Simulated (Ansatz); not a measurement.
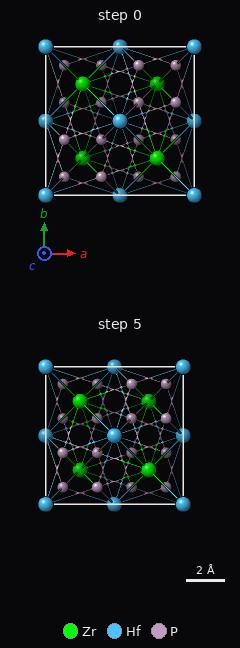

The structure of solid HfZrP$_{4}$ (a generated structure, set up in F-43m) (coarse preliminary run) before (top) and after (bottom) a relaxation, at one scale.

Style: ball-and-stick. Shown: the conventional cell (4 times the calculation's cell), along the c axis. Lengths and directions refer to the drawn axes.

Method: DFT PBE, scalar-relativistic, plane waves, PAW (Ansatz).

The input:
```yaml
crystal:
  lattice:
    - [0.0, 3.93198191, 3.93198191]
    - [3.93198191, 0.0, 3.93198191]
    - [3.93198191, 3.93198191, 0.0]
  atoms:
    - { symbol: Zr, position: [0.75, 0.75, 0.75] }
    - { symbol: Hf, position: [0.0, 0.0, 0.0] }
    - { symbol: P, position: [0.8749097, 0.3750301, 0.3750301] }
    - { symbol: P, position: [0.3750301, 0.3750301, 0.3750301] }
    - { symbol: P, position: [0.3750301, 0.8749097, 0.3750301] }
    - { symbol: P, position: [0.3750301, 0.3750301, 0.8749097] }
basis:
  ecutwfc: 420
kpoints:
  mp_grid: { grid: [4, 4, 4] }
hamiltonian:
  xc: pbe
scf:
  occupations: { method: gaussian, width: 0.1 }
  lower_state_search: "off"
output:
  forces: true
  stress: true
  eigenvalues: true
relax:
  adjacent_minimum: "off"
  f_tol: 0.04
  max_steps: 70
  cell: { stress_tol: 0.4 }
```

Run as
```bash
ansatz run input.yaml --threads 1 --pin off --max-ram 2048MiB --backend cpu --events-out ev --progress --plain --runs-dir out
```

Q: Describe what moved and what it gained.

A: After 4 accepted moves (5 points after the start) the energy has fallen by 249 meV per atom. Largest force component: 0.014 eV/Å at the start, 0.00044 eV/Å at the end. Pressure: −15.75 GPa at the start and −0.03 GPa at the end. The SCF was repeated once at an unchanged geometry on a basis and grid sized afresh for the cell, which shifted the energy by 0.3 meV per atom at most. The atoms keep their places relative to the cell (all moves are under 0.005 Å). The drawn cell changes as follows: a = b = c 7.864 → 7.275 Å (−7.5 %); the volume changes by −20.8 %. Among the contacts that change: Zr1–Hf2 3.405 → 3.150 Å, Zr1–P3 3.260 → 3.016 Å, Hf2–P3 3.260 → 3.017 Å. The space group stays F-43m (No. 216). The run took 23 s on 1 thread of Arm Neoverse V1 (shared host), peak memory 0.38 GiB.
